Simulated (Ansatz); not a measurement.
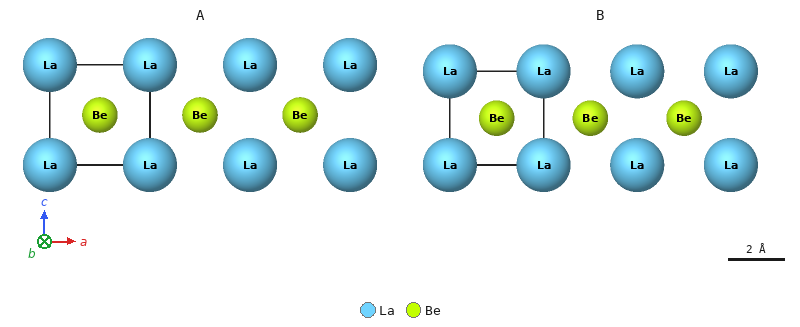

Two geometries of solid LaBe (a generated structure, set up in Pm-3m) (coarse preliminary run), drawn at one scale. One is the start of a relaxation, the other its converged end. A spheres-only model of the cell of the calculation, repeated 3 × 1 × 1 with one cell outlined, seen along the b axis.

These are results of Ansatz, DFT PBE, scalar-relativistic, plane waves, PAW, not measurements. (plane-wave cutoff 420 eV; k-point mesh 6 × 6 × 6; occupations gaussian; smearing width 0.1 eV; no spin polarisation; cell and atoms relaxed; force threshold 0.04 eV/Å; at most 70 steps)

Which geometry has the lower energy?

Structure A is the relaxed one. The atoms keep their places relative to the cell (all moves are under 0.005 Å). The volume changes by +21.9 %, with a = b = c 3.362 → 3.592 Å (+6.8 %). Some distances before and after: La–La 3.362 → 3.592 Å, Be–La 2.912 → 3.111 Å. The space group stays Pm-3m (No. 221). After 3 accepted moves (4 points after the start) the energy has fallen by 154 meV per atom. All forces vanish by symmetry, so only the cell relaxes. The pressure goes from 13.50 to 0.09 GPa. At 1 point the geometry stayed and the basis and grid were re-selected for the new cell (energy shift of 0.9 meV per atom at most each time). The run took 3.6 s on 1 thread of Arm Neoverse V2, with other jobs on the host, peak memory 0.3 GiB.
